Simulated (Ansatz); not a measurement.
# Two runs on CH₇BOSi

System: CH₇BOSi, SMILES B[SiH2]CO.
Method of run A: RKS PBE-D4/def2-SVP (Ansatz 0.2.0).

Text and figures count atoms from 1; the logs count them from 0 in places.

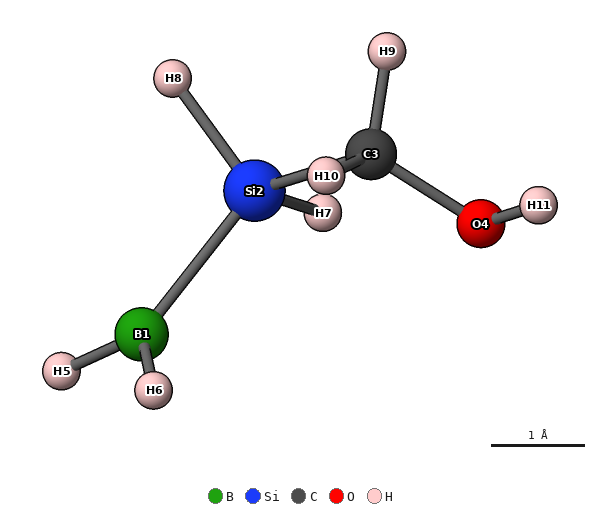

Fig. 1: The structure as given in the input (ball-and-stick view, seen at a tilt; atoms are numbered from 1 in the order of the input). Bond lengths as drawn: B–H 1.22 Å, B–Si 2.01 Å, C–H 1.12 Å, C–O 1.42 Å, C–Si 1.91 Å, H–O 0.97 Å and H–Si 1.51 Å.

## The input, run A
```yaml
crystal:
  periodic: [false, false, false]
  atoms:
    - { symbol: B, position_ang: [-0.949133, 1.937807, -0.084139] }
    - { symbol: Si, position_ang: [-0.399602, 0.158794, 0.685999] }
    - { symbol: C, position_ang: [-0.88232, -0.071288, 2.520307] }
    - { symbol: O, position_ang: [-2.175356, -0.652844, 2.587662] }
    - { symbol: H, position_ang: [-0.727158, 2.264403, -1.236856] }
    - { symbol: H, position_ang: [-1.556624, 2.735339, 0.607018] }
    - { symbol: H, position_ang: [-0.971167, -0.974796, -0.131857] }
    - { symbol: H, position_ang: [1.105906, 0.067588, 0.55816] }
    - { symbol: H, position_ang: [-0.090012, -0.699704, 3.003293] }
    - { symbol: H, position_ang: [-0.82394, 0.929883, 3.02037] }
    - { symbol: H, position_ang: [-2.412196, -0.745913, 3.528417] }
basis:
  gaussian: { orbitals: def2-SVP }
hamiltonian:
  xc: pbe
  dispersion: d4
output:
  forces: true
```

Launched with:
```bash
ansatz run input.yaml --threads 1 --pin off --max-ram 2560MiB --backend cpu --events-out ev --progress --plain --runs-dir out
```

Hardware: 1 thread of Intel Xeon @ 2.50GHz (Skylake/Cascade Lake), 16 GiB of memory available, shared host.

## Output (run A)
```
Engine: ansatz 0.2.0, x86_64-unknown-linux-gnu
Functional definition: PBE
  parameter kappa = 0.804
  parameter beta = 0.06672455060314922
  exchange = pbe_x(kappa = kappa, mu = beta*pi^2/3)
  correlation = pbe_c(beta = beta)
1057 factors; their error is unknown
mean field evaluation 1: about -11729.2833 eV, gradient 5.2e1 eV
mean field evaluation 2: about -11667.3393 eV, gradient 1.4e2 eV
mean field evaluation 4: about -11735.2612 eV, gradient 1.1e1 eV
mean field evaluation 8: about -11735.6217 eV, gradient 9.5e-2 eV
mean field evaluation 16: about -11735.5637 eV, gradient 7.8e-5 eV
mean field -11735.56368508 eV, -431.2740107758 hartree, gradient 7.8e-5 eV, S^2 0.000000; 0 other end points of the search recorded, 0 dependent functions left out
the calculation of the forces begins
reference -11735.56372176 eV, -431.2740121239 hartree; 20, 20 occupied and 75, 75 virtual orbitals, 1057 factors
Total energy: -11735.74842828 eV, -431.2807999633 hartree
Atom 0 at    -0.949133     1.937807    -0.084139 Å, force    -0.201453    -0.065497    -0.037253 eV/Å
Atom 1 at    -0.399602     0.158794     0.685999 Å, force    -0.030998     0.147438    -0.197986 eV/Å
Atom 2 at    -0.882320    -0.071288     2.520307 Å, force     0.189688    -0.119547     0.157720 eV/Å
Atom 3 at    -2.175356    -0.652844     2.587662 Å, force    -0.055495     0.041871    -0.048739 eV/Å
Atom 4 at    -0.727158     2.264403    -1.236856 Å, force     0.060703    -0.038555     0.033546 eV/Å
Atom 5 at    -1.556624     2.735339     0.607018 Å, force     0.032083     0.081142     0.002907 eV/Å
Atom 6 at    -0.971167    -0.974796    -0.131857 Å, force     0.021347    -0.015396     0.016761 eV/Å
Atom 7 at     1.105906     0.067588     0.558160 Å, force     0.047182    -0.009967     0.052685 eV/Å
Atom 8 at    -0.090012    -0.699704     3.003293 Å, force    -0.070501    -0.031437     0.036870 eV/Å
Atom 9 at    -0.823940     0.929883     3.020370 Å, force     0.002637    -0.011922    -0.012379 eV/Å
Atom 10 at    -2.412196    -0.745913     3.528417 Å, force     0.004807     0.021870    -0.004133 eV/Å
Dipole moment:     0.068480     0.064184     0.368226 e Å
```

For run B the input was changed thus:
```diff
-    - { symbol: O, position_ang: [-2.175356, -0.652844, 2.587662] }
+    - { symbol: O, position_ang: [-2.219828, 0.366959, 2.703876] }
-    - { symbol: H, position_ang: [-0.090012, -0.699704, 3.003293] }
-    - { symbol: H, position_ang: [-0.82394, 0.929883, 3.02037] }
-    - { symbol: H, position_ang: [-2.412196, -0.745913, 3.528417] }
+    - { symbol: H, position_ang: [-0.732645, -1.151749, 2.777476] }
+    - { symbol: H, position_ang: [-0.144327, 0.495521, 3.144734] }
+    - { symbol: H, position_ang: [-2.442462, 0.259506, 3.646565] }
```

How does run B compare with run A?

With the same method and basis, run B lies 1.1 kcal/mol lower.

## Output (run B)
```
Engine: ansatz 0.2.0, x86_64-unknown-linux-gnu
Functional definition: PBE
  parameter kappa = 0.804
  parameter beta = 0.06672455060314922
  exchange = pbe_x(kappa = kappa, mu = beta*pi^2/3)
  correlation = pbe_c(beta = beta)
1057 factors; their error is unknown
mean field evaluation 1: about -11729.3374 eV, gradient 5.2e1 eV
mean field evaluation 2: about -11666.5520 eV, gradient 1.3e2 eV
mean field evaluation 4: about -11735.1961 eV, gradient 1.3e1 eV
mean field evaluation 8: about -11735.6694 eV, gradient 1.1e-1 eV
mean field evaluation 16: about -11735.6091 eV, gradient 3.4e-4 eV
mean field -11735.60914113 eV, -431.2756812550 hartree, gradient 4.1e-5 eV, S^2 0.000000; 0 other end points of the search recorded, 0 dependent functions left out
the calculation of the forces begins
reference -11735.60917769 eV, -431.2756825984 hartree; 20, 20 occupied and 75, 75 virtual orbitals, 1057 factors
Total energy: -11735.79673350 eV, -431.2825751474 hartree
Atom 0 at    -0.949133     1.937807    -0.084139 Å, force    -0.247726     0.012164     0.062765 eV/Å
Atom 1 at    -0.399602     0.158794     0.685999 Å, force     0.023899     0.130163    -0.159175 eV/Å
Atom 2 at    -0.882320    -0.071288     2.520307 Å, force     0.177287    -0.089288     0.112353 eV/Å
Atom 3 at    -2.219828     0.366959     2.703876 Å, force    -0.038025    -0.001912    -0.067815 eV/Å
Atom 4 at    -0.727158     2.264403    -1.236856 Å, force     0.066572    -0.068450     0.029027 eV/Å
Atom 5 at    -1.556624     2.735339     0.607018 Å, force     0.065713     0.055149    -0.018537 eV/Å
Atom 6 at    -0.971167    -0.974796    -0.131857 Å, force    -0.020872     0.006492    -0.039776 eV/Å
Atom 7 at     1.105906     0.067588     0.558160 Å, force     0.033948    -0.093285     0.062615 eV/Å
Atom 8 at    -0.732645    -1.151749     2.777476 Å, force    -0.023630     0.032894     0.043481 eV/Å
Atom 9 at    -0.144327     0.495521     3.144734 Å, force    -0.038442     0.020983    -0.009353 eV/Å
Atom 10 at    -2.442462     0.259506     3.646565 Å, force     0.001277    -0.004910    -0.015583 eV/Å
Dipole moment:     0.070262    -0.073328     0.360791 e Å
```

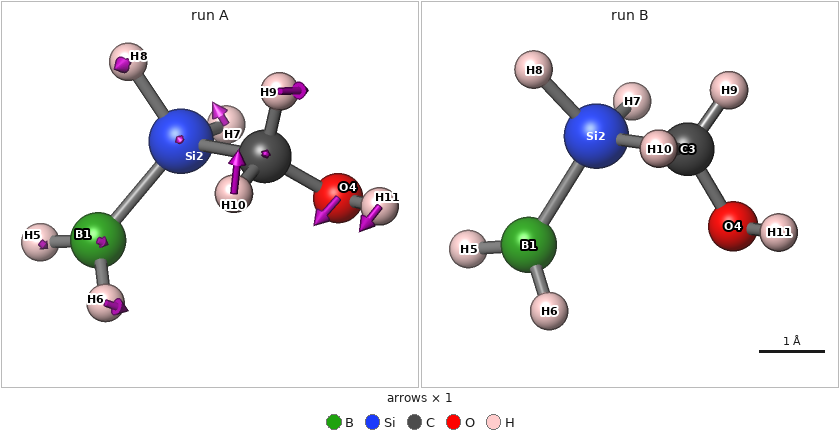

Fig. 2: The two input geometries at one scale (ball-and-stick view, seen at a tilt). The pink arrows on the first give the shifts of the atoms after the best rigid fit, at true length. H10 moves most after the best rigid fit: 0.72 Å. Largest moves by element: H 0.72 Å, O 0.62 Å, B 0.20 Å, C 0.13 Å, Si 0.13 Å.

## The two runs side by side

```csv
quantity,run A,run B
outcome,converged,converged
total energy (hartree),−431.280800,−431.282575
largest force (eV/Å),0.274,0.256
basis functions,95,95
wall time (shared host),2.8 s,3.8 s
```
